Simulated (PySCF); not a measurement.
## Single-point calculation, with input and output: AlHSCl

- system: AlHSCl, multiplicity 4, SMILES [SH][Al][Cl]
- method: PBE/STO-3G, UKS (PySCF 2.14.0)

The geometry is that of the parent species in another charge or spin state. The geometry comes from this level: PBE0-D4/def2-TZVP.

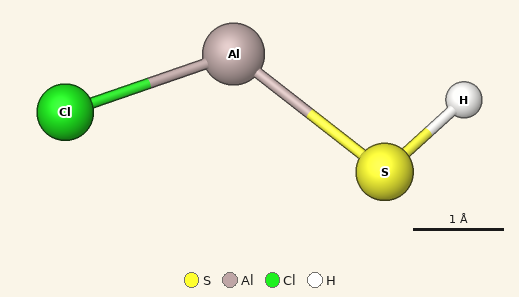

*The input geometry (ball-and-stick view, seen at a tilt). Sticks mark near contacts.*

Bond lengths as drawn: Al–Cl 2.11 Å, Al–S 2.19 Å and H–S 1.34 Å.

## Key numbers

| quantity | value |
| --- | --- |
| outcome | converged |
| total energy | −1088.356478 hartree |
| basis functions | 28 |
| ⟨S²⟩ | 3.751 |
| dipole moment | 4.83 D |
| hardware | 1 thread of Arm Neoverse V2, 24 GiB of memory available, shared host |
| wall time | 9 s |
| peak memory | 0.4 GiB |

## Input file (job.py)
```python
from pyscf import gto, dft

mol = gto.M(
    atom='start.xyz',
    charge=0,
    basis='sto-3g',
    spin=3,
    verbose=3,
    max_memory=1860,
)

myscf = dft.UKS(mol)
myscf.xc = 'pbe'
myscf.conv_tol = 1e-10
myscf.grids.level = 5
myscf.kernel()
if not myscf.converged:
    myscf = myscf.newton().run(myscf.mo_coeff, myscf.mo_occ)

energy = myscf.e_tot
print(f'total energy: {energy:.8f} hartree')
```

## File start.xyz
```
4
AlClHS
S      0.439800     0.984900    -0.744700
Al    -0.394100    -0.525900     0.609100
Cl     0.226200    -2.507400     0.251000
H     -0.216400     1.988100    -0.135600
```

Run as:
```bash
OMP_NUM_THREADS=1 python job.py
```

## The program's output
```
WARN: HOMO 0.0182175653372156 >= LUMO -0.292488799196949

WARN: HOMO 0.054938200895396 >= LUMO -0.0223804460872626

WARN: HOMO 0.115640626503695 >= LUMO -0.11248496409041

WARN: HOMO 0.135938686075385 >= LUMO -0.135786090383941

WARN: HOMO 0.14792042271087 >= LUMO -0.138701518111177

WARN: HOMO 0.144294996540502 >= LUMO -0.142290198248522

WARN: HOMO 0.143755942014069 >= LUMO -0.142725277051879

WARN: HOMO 0.143503698909329 >= LUMO -0.143349525611487

WARN: HOMO 0.143443466207322 >= LUMO -0.143686079917523

WARN: HOMO 0.143677243296033 >= LUMO -0.143220328842847

WARN: HOMO 0.143567298147151 >= LUMO -0.143051425338534

WARN: HOMO 0.143577698113674 >= LUMO -0.143051354759708

WARN: HOMO 0.143577695472619 >= LUMO -0.143050862059734

WARN: HOMO 0.14357813062083 >= LUMO -0.143050607351509

WARN: HOMO 0.143578082768087 >= LUMO -0.143049191824588

SCF not converged.
SCF energy = -1088.35647802799 after 50 cycles  <S^2> = 3.7510527  2S+1 = 4.0005263

WARN: HOMO 0.143579364272428 >= LUMO -0.143079239782766

WARN: HOMO 0.14357814462796192 > LUMO -0.14305085249325594 was found in the canonicalized orbitals.

converged SCF energy = -1088.35647804225  <S^2> = 3.7510528  2S+1 = 4.0005263
total energy: -1088.35647804 hartree
```
